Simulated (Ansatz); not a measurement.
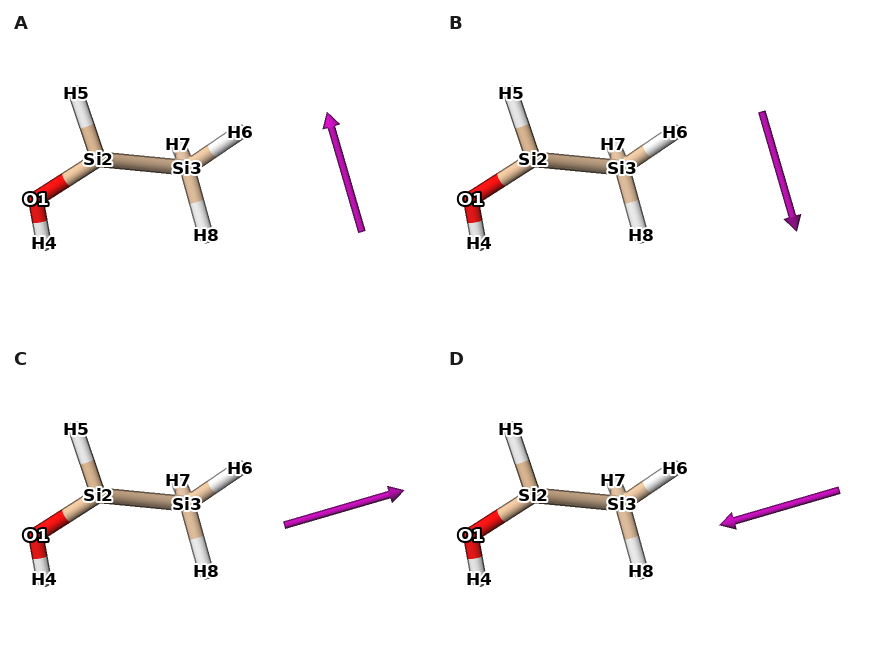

The same molecule four times, each with an arrow. Charge 0, doublet. Computed geometry: PBE-D4/def2-SVP optimisation. No frequency run is at hand to confirm it as a minimum. Properties computed with UKS PBE-D4/def2-SVP (Ansatz 0.2.0).

Which arrow points along the dipole moment, from the negative to the positive end?

Answer. B. The dipole moment is 1.21 D; it points from the side of H5 to the side of H8 (the outermost atoms at the two ends).
